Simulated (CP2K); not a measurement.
# C2F6 (hexafluoroethane) at PBE/DZVP-MOLOPT-SR-GTH (core potential)

What is the energy change on altering one bond length of C2F6 (hexafluoroethane) at PBE/DZVP-MOLOPT-SR-GTH (core potential)? 

The calculation is run with CP2K 2026.2.

1 further run of the same task is left out (set aside as unsound or not needed).

### 1 The system as given

C2F6: 8 atoms, total charge 0, spin state singlet. As SMILES, `FC(F)(F)C(F)(F)F`. Geometry: relaxed at PBE0-D4/def2-TZVP.

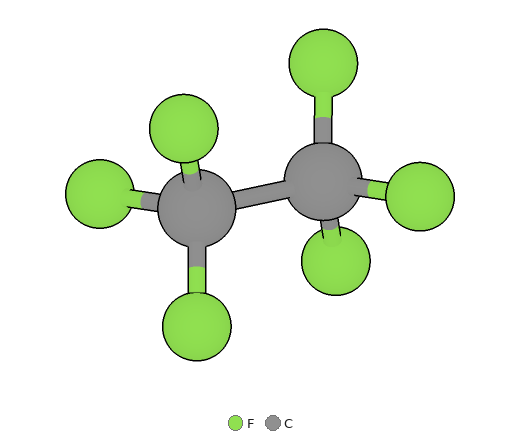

Viewed from a chosen angle; fluorine green, carbon grey.

### 2 The energy at PBE/DZVP-MOLOPT-SR-GTH (core potential)

File molecule.inp:

```
&GLOBAL
  PROJECT_NAME molecule
  RUN_TYPE ENERGY
  PRINT_LEVEL MEDIUM
&END GLOBAL

&FORCE_EVAL
  METHOD Quickstep
  &DFT
    BASIS_SET_FILE_NAME BASIS_MOLOPT
    POTENTIAL_FILE_NAME GTH_POTENTIALS
    CHARGE 0
    MULTIPLICITY 1
    &QS
      METHOD GPW
      EPS_DEFAULT 1.0E-10
    &END QS
    &MGRID
      CUTOFF 400
      REL_CUTOFF 50
      NGRIDS 4
    &END MGRID
    &POISSON
      PERIODIC NONE
      POISSON_SOLVER MULTIPOLE
    &END POISSON
    ! self-consistent field
    &SCF
      SCF_GUESS ATOMIC
      EPS_SCF 1.0E-06
      MAX_SCF 30
      &OT ON
        MINIMIZER DIIS
        PRECONDITIONER FULL_ALL
      &END OT
      &OUTER_SCF
        EPS_SCF 1.0E-06
        MAX_SCF 5
      &END OUTER_SCF
    &END SCF
    ! exchange and correlation
    &XC
      &XC_FUNCTIONAL PBE
      &END XC_FUNCTIONAL
    &END XC
    &PRINT
      &MOMENTS
        PERIODIC F
        REFERENCE COM
        MAX_MOMENT 1
      &END MOMENTS
      &MO_CUBES
        NLUMO 3
        NHOMO -1
        WRITE_CUBE F
      &END MO_CUBES
      &HIRSHFELD OFF
      &END HIRSHFELD
    &END PRINT
  &END DFT
  &SUBSYS
    ! vacuum box
    &CELL
      ABC [angstrom] 10.2 10 9.3
      PERIODIC NONE
    &END CELL
    &COORD
      F      6.164785     4.231210     5.802250
      C      5.761865     4.601170     4.595340
      F      6.695285     5.359750     4.039330
      F      5.577775     3.521860     3.849030
      C      4.436545     5.395740     4.705140
      F      4.622215     6.478140     5.446610
      F      4.030535     5.760670     3.497750
      F      3.504715     4.639220     5.266560
    &END COORD
    &KIND F
      BASIS_SET DZVP-MOLOPT-SR-GTH-q7
      POTENTIAL GTH-PBE-q7
    &END KIND
    &KIND C
      BASIS_SET DZVP-MOLOPT-SR-GTH-q4
      POTENTIAL GTH-PBE-q4
    &END KIND
  &END SUBSYS
&END FORCE_EVAL
```

Started as:

```
OMP_NUM_THREADS=1 cp2k.psmp molecule.inp > molecule.out
```

The log of the run:

```text
CP2K| version string:                                       CP2K version 2026.2
[...]
 GLOBAL| Method name                                                        CP2K
[...]
 GLOBAL| Run type                                                         ENERGY
[...]
 DFT| Spin restricted Kohn-Sham (RKS) calculation                            RKS
 DFT| Multiplicity                                                             1
[...]
 DFT| Charge                                                                   0
[...]
 FUNCTIONAL| PBE:
 QS| Method:                                                                 GPW
[...]
 QS| Density cutoff [a.u.]:                                                200.0
[...]
 QS| Relative density cutoff [a.u.]:                                        25.0
[...]
                             - Atoms:                                          8
[...]
                             - Spherical basis functions:                    104
[...]
 Number of electrons:                                                         50
[...]
     1 OT DIIS     0.15E+00    1.2     0.16927970      -153.0749131388 -1.53E+02
[...]
    30 OT DIIS     0.15E+00    1.4     0.00000080      -156.8461556686 -4.23E-11
  *** SCF run converged in    30 steps ***
[...]
  Overlap energy of the core charge distribution:               0.00000003362667
  Self energy of the core charge distribution:               -412.54461218770751
  Core Hamiltonian energy:                                    117.37279149416311
  Hartree energy:                                             169.83733381900223
  Exchange-correlation energy:                                -31.51166882765867
  Total energy:                                              -156.84615566857417
[...]
                     Mulliken Population Analysis
 #  Atom  Element  Kind  Atomic population                           Net charge
       1     F        1          7.083216                             -0.083216
       2     C        2          3.750109                              0.249891
       3     F        1          7.083429                             -0.083429
       4     F        1          7.083252                             -0.083252
       5     C        2          3.750110                              0.249890
       6     F        1          7.083269                             -0.083269
       7     F        1          7.083300                             -0.083300
       8     F        1          7.083316                             -0.083316
 # Total charge                             50.000000                  0.000000
[...]
  Dipole moment [Debye]
    X= -0.3631423E-03 Y= -0.1492958E-03 Z= -0.3464031E-03  Total=      0.0005236
[...]
 HOMO - LUMO gap [eV] :   10.411955
 ENERGY| Total FORCE_EVAL ( QS ) energy [hartree]           -156.846155668574170
[...]
```

Wall time 44 s (1 thread of Arm Neoverse V1, shared host); peak memory 0.77 GiB.

### 3 The distorted shape at the same level

File mol.inp:

```
&GLOBAL
  PROJECT mol
  RUN_TYPE ENERGY
  PRINT_LEVEL MEDIUM
&END GLOBAL

&FORCE_EVAL
  METHOD QS
  &DFT
    BASIS_SET_FILE_NAME BASIS_MOLOPT
    POTENTIAL_FILE_NAME GTH_POTENTIALS
    &QS
      METHOD GPW
      EPS_DEFAULT 1.0E-10
    &END QS
    &MGRID
      CUTOFF 400
      REL_CUTOFF 50
      NGRIDS 4
    &END MGRID
    &POISSON
      PERIODIC NONE
      POISSON_SOLVER MULTIPOLE
    &END POISSON
    &SCF
      SCF_GUESS ATOMIC
      EPS_SCF 1.0E-06
      MAX_SCF 100
      ADDED_MOS 3
      &DIAGONALIZATION
        ALGORITHM STANDARD
      &END DIAGONALIZATION
      &MIXING
        METHOD BROYDEN_MIXING
        ALPHA 0.2
        NBUFFER 8
      &END MIXING
    &END SCF
    &XC
      &XC_FUNCTIONAL PBE
      &END XC_FUNCTIONAL
    &END XC
    &PRINT
      &MOMENTS
        PERIODIC F
        REFERENCE COM
        MAX_MOMENT 1
      &END MOMENTS
      &MO ON
        ENERGIES T
        OCCUPATION_NUMBERS T
        NDIGITS 6
        &EACH
          QS_SCF 0
        &END EACH
        ADD_LAST NUMERIC
      &END MO
      &HIRSHFELD OFF
      &END HIRSHFELD
    &END PRINT
  &END DFT
  &SUBSYS
    &CELL
      ABC 10.2 10.5 9.3
      PERIODIC NONE
    &END CELL
    &COORD
      UNIT bohr
      F      2.1875791    -0.4300903     2.8821404
      C      1.4261706     0.2690327     0.6014110
      F      3.1900788     1.7025412    -0.4492956
      F      0.9043473    -2.7903885    -1.5140864
      C     -1.0783212     1.7705524     0.8089029
      F     -0.7274557     3.8159920     2.2100782
      F     -1.8455689     2.4601702    -1.4727335
      F     -2.8392247     0.3409368     1.8698330
    &END COORD
    &TOPOLOGY
      &CENTER_COORDINATES
      &END CENTER_COORDINATES
    &END TOPOLOGY
    &KIND F
      BASIS_SET DZVP-MOLOPT-SR-GTH-q7
      POTENTIAL GTH-PBE-q7
    &END KIND
    &KIND C
      BASIS_SET DZVP-MOLOPT-SR-GTH-q4
      POTENTIAL GTH-PBE-q4
    &END KIND
  &END SUBSYS
&END FORCE_EVAL
```

Started as:

```
OMP_NUM_THREADS=1 cp2k.psmp mol.inp > mol.out
```

The log of the run (excerpt; [...] marks lines left out):

```text
CP2K| version string:                                       CP2K version 2026.2
[...]
 GLOBAL| Method name                                                        CP2K
[...]
 GLOBAL| Run type                                                         ENERGY
[...]
 DFT| Spin restricted Kohn-Sham (RKS) calculation                            RKS
 DFT| Multiplicity                                                             1
[...]
 DFT| Charge                                                                   0
[...]
 FUNCTIONAL| PBE:
 QS| Method:                                                                 GPW
[...]
 QS| Density cutoff [a.u.]:                                                200.0
[...]
 QS| Relative density cutoff [a.u.]:                                        25.0
[...]
                             - Atoms:                                          8
[...]
                             - Spherical basis functions:                    104
[...]
 Number of electrons:                                                         50
[...]
     1 NoMix/Diag. 0.20E+00    1.1     1.04540429      -156.8900485944 -1.57E+02
[...]
    24 Broy./Diag. 0.20E+00    1.7     0.00000095      -156.7599481986 -2.43E-06
  *** SCF run converged in    24 steps ***
[...]
  Overlap energy of the core charge distribution:               0.00000002889446
  Self energy of the core charge distribution:               -412.54461218770751
  Core Hamiltonian energy:                                    116.59366073607752
  Hartree energy:                                             170.47902564839310
  Exchange-correlation energy:                                -31.28802242422696
  Total energy:                                              -156.75994819856936
[...]
                     Mulliken Population Analysis
 #  Atom  Element  Kind  Atomic population                           Net charge
       1     F        1          7.017131                             -0.017131
       2     C        2          3.665267                              0.334733
       3     F        1          7.017565                             -0.017565
       4     F        1          7.344082                             -0.344082
[...]
  Dipole moment [Debye]
    X=  0.4055035E+00 Y=  0.2293610E+01 Z=  0.1589845E+01  Total=      2.8200514
 ENERGY| Total FORCE_EVAL ( QS ) energy [hartree]           -156.759948198569361
[...]
```

It took 38 s on 1 thread of Arm Neoverse V1, shared host; peak memory 1.4 GiB.

### 4 Results

At PBE/DZVP-MOLOPT-SR-GTH (core potential):

| quantity | value |
| --- | --- |
| first shape: total energy | -156.84616 Eh |
| first shape: dipole moment | 0.00 D |
| first shape: HOMO energy | -9.46 eV |
| first shape: LUMO energy | 0.95 eV |
| first shape: HOMO–LUMO gap | 10.41 eV |
| distorted shape: total energy | -156.75995 Eh |
| distorted shape: dipole moment | 2.82 D |
| distorted shape: HOMO energy | -8.28 eV |
| distorted shape: LUMO energy | -5.00 eV |
| distorted shape: HOMO–LUMO gap | 3.28 eV |
| energy change with the C2–F4 bond stretched from 1.325 to 1.988 Å | 2.346 eV |

One bond (distorted shape) is far stretched, which a spin-restricted single reference describes badly; a broken-symmetry solution may lie lower. With the C2–F4 bond stretched from 1.325 to 1.988 Å the energy rises by 2.35 eV (54 kcal/mol). The first shape isn't relaxed at this level, so the change isn't measured from a minimum. A restricted reference can't describe the breaking bond well at this length.
